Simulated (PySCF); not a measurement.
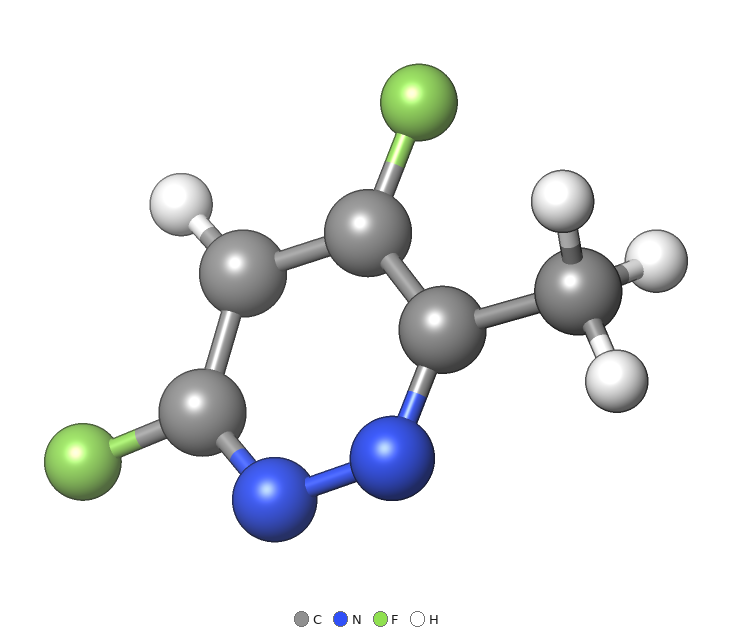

The geometry was computed by an optimisation with GFN2-xTB. No frequency run is at hand to confirm it as a minimum.

Give the structural formula.

SMILES: Cc1nnc(F)cc1F

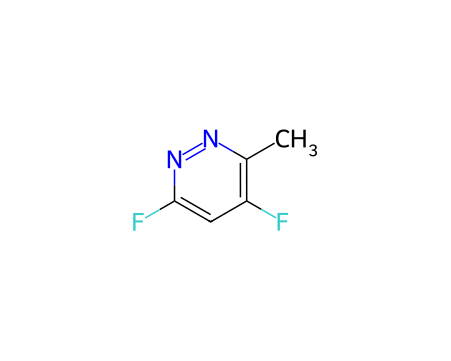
